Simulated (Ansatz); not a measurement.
**Run report: BPH$_{5}$Cl, nudged elastic band (part 2 of 2)**

Continued. System: BPH$_{5}$Cl. Method: RKS B3LYP-D4/6-31G* (Ansatz 0.2.0). The run did not end well. One setting was made poor on purpose. It belongs to a series of runs on one base structure; here: band between the two ends.

Geometry of the input (Å):
```
B  0.0325  0.3333  0.0866
Cl 0.0941  1.0409  1.6906
H  1.0536  0.2072  -0.5087
H  -1.0313  0.0386  -0.3545
P  0.2768  -3.1762  0.8878
H  -0.5771  -2.6947  -0.1451
H  1.3355  -2.2849  0.5518
H  -0.2688  -2.3005  1.8678
```

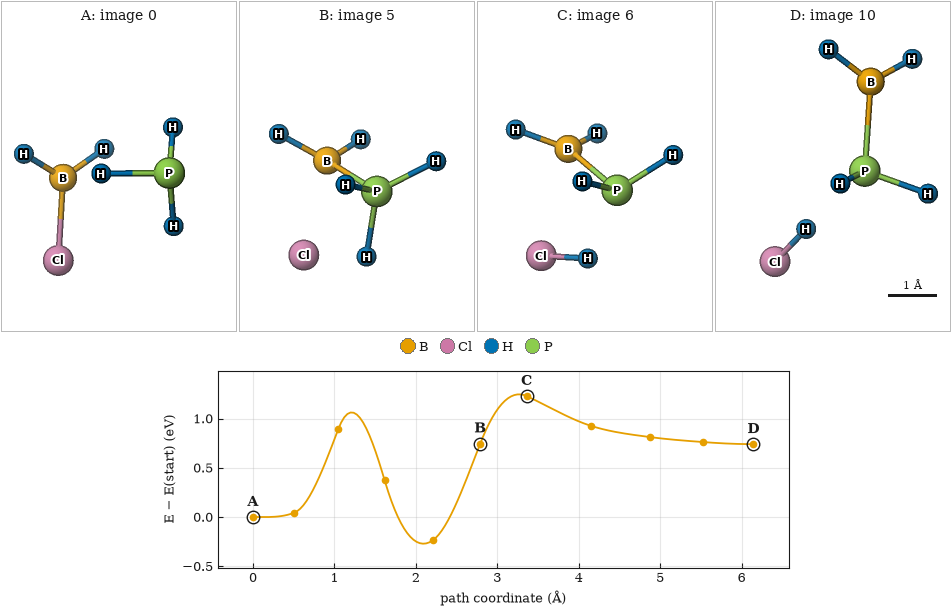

Fig. 1: Images of the last band (counted from 0; ball-and-stick, seen at an oblique angle) above the energy along the path; the line is a cubic interpolation that uses the forces. The highest image is number 6, 1.228 eV above the start and 0.489 eV above the end (the climbing image); the end lies 0.740 eV above the start. The path is 6.15 Å long. The band had not converged after 60 iterations.

```
Unfinished report: {"positions_ang":[[0.05037528175152711,-0.3572333924117133,-0.09869511087117401],[-0.022499260698591445,0.28701234605794235,2.220248715697418],[1.045041889365777,0.2168248620020677,-0.40701343862724776],[-1.0215882542300878,0.053544523329921156,-0.4150945888308119],[0.13176436175008271,-2.201243677183457,0.5706387396044464],[-0.5872047975675855,-3.0565502853270146,-0.29107008810582463],[1.4536829827183197,-2.6559739934085558,0.3786896822540536],[-0.13437220308944242,-1.122679383059188,2.11869807887914]],"unchecked":["starts","cluster_reference","orbital_swaps","neighbouring_geometries","increment"],"mean_field":{"relativity":"none","state":{"energy":{"ev":-22568.090924305146,"hartree":-829.3620442667652},"converged":true,"gradient_ev":0.00001000867711306675,"stability":{"kind":"minimum","curvature_ev":26.66649983804221},"curvature_floor_ev":0.00030000000000000003,"spin_squared":-1.4210854715202004e-14},"others":[],"fillings":{"estimated":0,"unestimated":0,"tried":0,"untried":0,"excluded_magnetic_sites":0},"n_dropped_functions":0,"n_trapped_functions":0,"passes":{"evaluations":3,"products":20},"factors":{"origin":"Cholesky decomposition","count":701,"bound_ev":0.0009055630536072335},"gradient_stop_ev":0.00009,"reference_kind":"stationary","functional":{"name":"B3LYP","citations":["Stephens, Devlin, Chabalowski & Frisch, J. Phys. Chem. 98, 11623 (1994) doi:10.1021/j100096a001","Becke, Phys. Rev. A 38, 3098 (1988) doi:10.1103/PhysRevA.38.3098","Lee, Yang & Parr, Phys. Rev. B 37, 785 (1988) doi:10.1103/PhysRevB.37.785","Vosko, Wilk & Nusair, Can. J. Phys. 58, 1200 (1980) doi:10.1139/p80-159"],"text":"name \"B3LYP\"\ncite \"Stephens, Devlin, Chabalowski & Frisch, J. Phys. Chem. 98, 11623 (1994) doi:10.1021/j100096a001\"\ncite \"Becke, Phys. Rev. A 38, 3098 (1988) doi:10.1103/PhysRevA.38.3098\"\ncite \"Lee, Yang & Parr, Phys. Rev. B 37, 785 (1988) doi:10.1103/PhysRevB.37.785\"\ncite \"Vosko, Wilk & Nusair, Can. J. Phys. 58, 1200 (1980) doi:10.1139/p80-159\"\nparameter a0 = 0.2\nparameter ax = 0.72\nparameter ac = 0.81\nexchange = (1 - a0 - ax)*slater_x + ax*b88_x + a0*exact_x\ncorrelation = (1 - ac)*vwn_rpa_c + ac*lyp_c\n","parameters":{"a0":{"value":0.2,"default":0.2},"ac":{"value":0.81,"default":0.81},"ax":{"value":0.72,"default":0.72}},"final_grid":{"core_spheres":13.0,"valence_spheres":11.0,"degree":36.0},"final_grid_parameter_source":"default","radial_points_factor":1.0,"radial_grid_error_ev":6.729326096032238e-7,"grid_sensitivity":"normal","grid_sensitivity_ratio":0.0013437628806248659},"unsmoothed_excess_ev":-0.00023263724234662994,"symmetry":{"irreps":["A"],"axes":[[0.9999029391252225,-0.01195190138199488,-0.007159914950382701],[0.012003462017511455,0.999902018313144,0.007202129747167537],[0.0070731342653596405,-0.007287374469309546,0.9999484311428306]],"occupied":[{"A":21},{"A":21}]},"held":{"pivots":700,"left_out":0,"joined":1},"density_repulsion":{"missed_ev":0.00004325149313661471,"excess_ev":0.0,"most_excess_ev":0.0001134,"are_drawn_again":false,"n_first_factors":701,"energy_change_ev":0.0,"n_dropped_ends":0}},"factors":{"origin":"Cholesky decomposition","count":701,"bound_ev":0.0009055630536072335},"n_frozen":0,"n_occupied":[21,21],"n_virtual":[42,42],"reference":{"ev":-22568.090924305146,"hartree":-829.3620442667652},"dispersion":{"energy":{"ev":-0.2634423842287834,"hartree":-0.009681329052746252},"switches_in_reach":[]},"total":{"ev":-22568.354366689375,"hartree":-829.371725595818},"forces_ev_per_angstrom":[[0.017846831403226078,-0.10240830881818035,-0.058468179930300644],[-0.0589117488663601,-0.01707115672510997,0.19049679528046698],[0.0034462929006251948,-0.04083632610840851,0.00958668082710349],[0.00964385713778847,-0.07828659431751833,-0.031015468497780377],[0.01230418666080428,-0.07262695339683345,-0.03809815467703337],[0.0236706743338693,0.008779272326491509,-0.12137914440136457],[0.003864442661039277,-0.060178741450516916,-0.1609904349563576],[-0.011864536239826737,0.3626288084977995,0.20986790635468133]],"charge_distribution":{"dipole_moment_e_ang":[0.030667834973945318,-0.3865243960595518,-0.16580581103414502],"mulliken_charges_e":[-0.08192611633774938,-0.19031096986969942,0.03269320543271714,0.031435278011534784,-0.07142740018764826,0.04884090050098144,0.048936097485859587,0.18175900496399544],"lowdin_charges_e":[-0.3818552243733633,-0.02953500820161281,0.03869378267091883,0.041621661429122714,0.13839698631878683,0.012749094645404524,0.011405760762091655,0.168522946748644]},"n_threads":1,"memory_gib":1.7045454550534487,"seconds":{"hamiltonian":2.101477459,"orbitals":0.0,"second_order":0.0,"solver_start":0.0,"cycles":0.0,"cycle":0.0,"perturbative":0.0,"full_ci_increment":0.0,"forces":0.0}}
this run last wrote the band of iteration 60 to [file]
Error: NEB band did not converge after 60 iterations: max|band force component| = 3.78e-1 eV/Å (threshold 5.0e-2); raise `neb.max_iterations` in a new run, which can start from the last band evaluated (`neb.initial_path`, with `crystal.atoms` and `neb.final_atoms` set to its first and last images), add images, or start from endpoints closer to local minima. Where this run's directory can be resumed (`checkpoint.write`), a resume goes on for up to `neb.max_iterations` more; to start a new run from the last band, take its images' positions from the `neb_iteration` event of iteration 60 (`data.images[].positions_ang`), in the event stream of the run that computed that iteration (not this run's, if it was resumed behind it). With `checkpoint.write`, `steps/00-neb/state/checkpoint.json` in the run directory holds the last saved band, under `neb.evaluated.images[].positions_ang` (a band under a hybrid functional on support functions is neither saved nor resumed: `neb.initial_path` says where its path is): check the last entry of `neb.iterations` there, which is earlier than 60 if that iteration was not saved or its write failed. If the band's step has no `state` directory and holds `state.next`, a write was cut short, and the file is under `state.next` instead (behind a loss of power it can be under `state.prev`)
this run wrote the band of iteration 60 to [file] as well, whether or not its events were kept: a new run's `neb.initial_path` can list its `images[].positions_ang`
a run's events are kept only if it was started with --events-out <file>, and are in that file
```

The last band as extended XYZ (Å, eV, eV/Å):
```
8
Properties=species:S:1:pos:R:3:forces:R:3 image=0 energy=-22569.58244
B     0.0325    0.3333    0.0866   -0.0036  -0.0020  -0.0031
Cl    0.0941    1.0409    1.6906    0.0009  -0.0001   0.0007
H     1.0536    0.2072   -0.5087    0.0010  -0.0001  -0.0004
H    -1.0313    0.0386   -0.3545    0.0026   0.0015   0.0021
P     0.2768   -3.1762    0.8878    0.0008   0.0032  -0.0010
H    -0.5771   -2.6947   -0.1451    0.0002  -0.0012   0.0004
H     1.3355   -2.2849    0.5518   -0.0003   0.0007   0.0006
H    -0.2688   -2.3005    1.8678   -0.0016  -0.0020   0.0006
8
Properties=species:S:1:pos:R:3:forces:R:3 image=1 energy=-22569.53871
B     0.0185    0.2075    0.1290   -0.0071   0.1365  -0.0160
Cl    0.0572    0.8347    1.7736    0.0037   0.1175  -0.0427
H     1.0467    0.1150   -0.4595    0.0078  -0.0162   0.0217
H    -1.0401   -0.0236   -0.3597   -0.0003  -0.0149   0.0331
P     0.2367   -3.0134    0.9339    0.0128  -0.3214   0.0891
H    -0.5764   -2.6714   -0.1845    0.0778   0.0983   0.0465
H     1.4006   -2.3289    0.4799   -0.1290   0.0704  -0.0072
H    -0.2280   -1.9562    1.7637    0.0342  -0.0703  -0.1244
8
Properties=species:S:1:pos:R:3:forces:R:3 image=2 energy=-22568.69207
B     0.0316    0.0086    0.1926   -0.0412   0.5573  -0.0348
Cl    0.0548    0.7852    1.8163    0.0329   0.1359  -0.1149
H     1.0451    0.0388   -0.4283    0.0267  -0.1196   0.0525
H    -1.0302   -0.1174   -0.3285   -0.0088  -0.1026   0.0860
P     0.2049   -2.6397    0.8258    0.0701  -2.0396   0.7110
H    -0.6478   -2.7373   -0.2817    0.1423   0.6435  -0.0616
H     1.5329   -2.3842    0.4560   -0.2776   0.6079  -0.1575
H    -0.2760   -1.7903    1.8241    0.0555   0.3172  -0.4807
8
Properties=species:S:1:pos:R:3:forces:R:3 image=3 energy=-22569.20768
B     0.0440   -0.0862    0.1783    0.0832  -0.7114  -0.0423
Cl    0.0625    0.7825    1.8207    0.0566  -0.0192   0.0508
H     1.0391    0.0823   -0.4602   -0.0576   0.2305  -0.1838
H    -1.0288   -0.0734   -0.3537    0.0043   0.1808  -0.1010
P     0.1928   -2.1950    0.6591   -0.0720   3.0026  -1.1317
H    -0.6495   -2.8685   -0.2220    0.0473  -0.7597   0.3181
H     1.5381   -2.5189    0.5208    0.0227  -0.8100   0.4131
H    -0.2831   -1.9590    1.9333   -0.0845  -1.1136   0.6768
8
Properties=species:S:1:pos:R:3:forces:R:3 image=4 energy=-22569.81837
B     0.0343   -0.0593    0.0848   -0.0067   0.2082   0.1884
Cl    0.0312    0.5563    1.8926    0.0542   0.5047  -0.3176
H     1.0240    0.2680   -0.5067    0.0029  -0.1087   0.0164
H    -1.0036    0.1184   -0.4918   -0.0134  -0.0733   0.1168
P     0.1644   -2.0145    0.5658    0.0488  -0.0885   0.0368
H    -0.5922   -3.0804    0.0195   -0.0482   0.1235  -0.0107
H     1.4268   -2.6384    0.5834    0.0788   0.0687   0.0261
H    -0.1696   -1.9864    1.9288   -0.1163  -0.6348  -0.0563
8
Properties=species:S:1:pos:R:3:forces:R:3 image=5 energy=-22568.83609
B     0.0413   -0.2087    0.0344   -0.0215   0.6111   0.6537
Cl   -0.0033    0.4067    2.0438    0.0735   0.4920  -0.8132
H     1.0386    0.2201   -0.4556   -0.0061   0.0132  -0.0584
H    -1.0205    0.0457   -0.4506    0.0151  -0.0080   0.0172
P     0.1555   -2.0849    0.5888    0.0827   0.4086   0.0271
H    -0.6071   -3.0472   -0.1307   -0.0698   0.0633   0.4720
H     1.4466   -2.6413    0.4766   -0.0548  -0.0236   0.2714
H    -0.1359   -1.5269    1.9698   -0.0192  -1.5566  -0.5698
8
Properties=species:S:1:pos:R:3:forces:R:3 image=6 energy=-22568.35413
B     0.0504   -0.3572   -0.0987    0.0178  -0.1024  -0.0585
Cl   -0.0225    0.2870    2.2202   -0.0589  -0.0171   0.1905
H     1.0450    0.2168   -0.4070    0.0034  -0.0408   0.0096
H    -1.0216    0.0535   -0.4151    0.0096  -0.0783  -0.0310
P     0.1318   -2.2012    0.5706    0.0123  -0.0726  -0.0381
H    -0.5872   -3.0566   -0.2911    0.0237   0.0088  -0.1214
H     1.4537   -2.6560    0.3787    0.0039  -0.0602  -0.1610
H    -0.1344   -1.1227    2.1187   -0.0119   0.3626   0.2099
8
Properties=species:S:1:pos:R:3:forces:R:3 image=7 energy=-22568.65841
B     0.0735   -0.4343   -0.3861    0.0117  -0.1046  -0.1093
Cl   -0.0663    0.1780    2.8470   -0.0348   0.1329   0.2733
H     1.0544    0.2270   -0.5160   -0.0085  -0.0098   0.0933
H    -0.9987    0.0039   -0.6656    0.0112  -0.0729  -0.0621
P     0.1561   -2.1217    0.4686    0.0331  -0.0523  -0.0796
H    -0.6391   -3.0275   -0.2582   -0.0107  -0.0240  -0.0875
H     1.4547   -2.6407    0.3019    0.0141  -0.0694  -0.1919
H    -0.1195   -1.0210    2.2848   -0.0161   0.2002   0.1638
8
Properties=species:S:1:pos:R:3:forces:R:3 image=8 energy=-22568.77104
B     0.1003   -0.4320   -0.5935    0.0069  -0.0230  -0.0348
Cl   -0.1301   -0.0642    3.3268   -0.0191   0.0527   0.1733
H     1.0800    0.2281   -0.7389   -0.0056   0.0130   0.0353
H    -0.9695   -0.0339   -0.9337    0.0114  -0.0374  -0.0686
P     0.1757   -1.9920    0.4408    0.0205  -0.0260  -0.0388
H    -0.6858   -2.9519   -0.1244   -0.0063  -0.0229  -0.0298
H     1.4441   -2.5874    0.2982    0.0047  -0.0474  -0.1224
H    -0.0995   -1.0030    2.4011   -0.0126   0.0909   0.0857
8
Properties=species:S:1:pos:R:3:forces:R:3 image=9 energy=-22568.82166
B     0.1241   -0.4334   -0.7665    0.0033  -0.0063  -0.0176
Cl   -0.1916   -0.3314    3.6736   -0.0097   0.0120   0.0873
H     1.1108    0.1962   -0.9842   -0.0015   0.0124   0.0057
H    -0.9386   -0.0791   -1.1708    0.0075  -0.0129  -0.0370
P     0.1884   -1.8513    0.4549    0.0099  -0.0139  -0.0168
H    -0.7182   -2.8389    0.0185   -0.0004  -0.0123  -0.0118
H     1.4277   -2.5080    0.3124    0.0013  -0.0241  -0.0627
H    -0.0874   -0.9902    2.5385   -0.0104   0.0451   0.0530
8
Properties=species:S:1:pos:R:3:forces:R:3 image=10 energy=-22568.84287
B     0.1450   -0.4524   -0.9251    0.0026   0.0095  -0.0013
Cl   -0.2442   -0.5633    3.9806    0.0050  -0.0090  -0.0229
H     1.1399    0.1382   -1.2109   -0.0097  -0.0095   0.0012
H    -0.9064   -0.1444   -1.3934    0.0046  -0.0030   0.0003
P     0.1967   -1.7185    0.4620    0.0007  -0.0002   0.0037
H    -0.7380   -2.7205    0.1189    0.0087   0.0058  -0.0010
H     1.4099   -2.4242    0.3056   -0.0046  -0.0022  -0.0024
H    -0.0876   -0.9512    2.7389   -0.0074   0.0086   0.0224
```
